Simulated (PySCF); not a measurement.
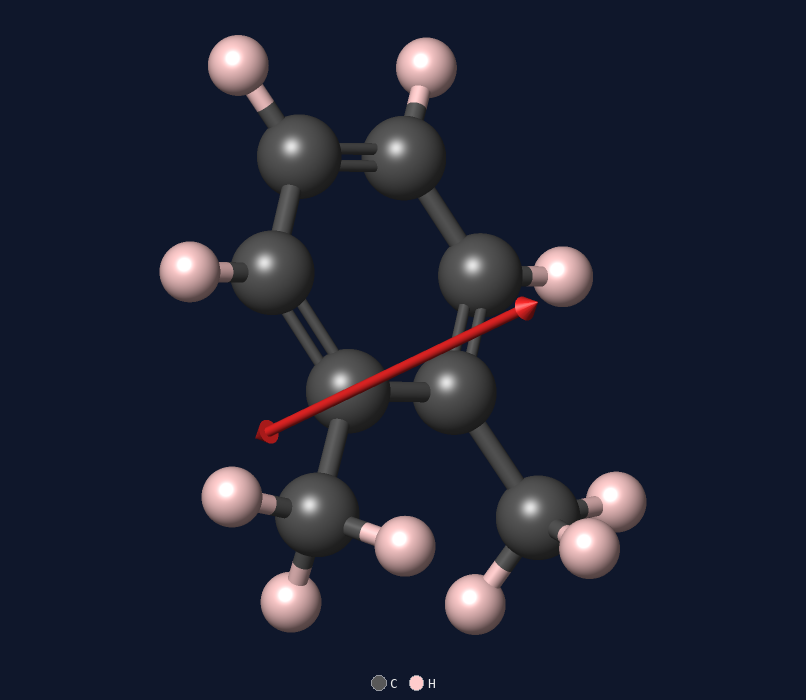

The double arrow shows the direction of the transition dipole to excited singlet state 9 (its length means nothing). The geometry was computed by an optimisation with PBE0-D3(BJ)/def2-SVP. No frequency run is at hand to confirm it as a minimum. Level of theory: TDDFT PBE0/6-31+G*, vertical, gas phase, core orbitals frozen in the response (PySCF 2.14.0).

**Give its energy, strength and character.**

6.79 eV (183 nm), oscillator strength 0.016, mainly HOMO−1 → LUMO+4 (weight 0.96); transition dipole 0.79 D.
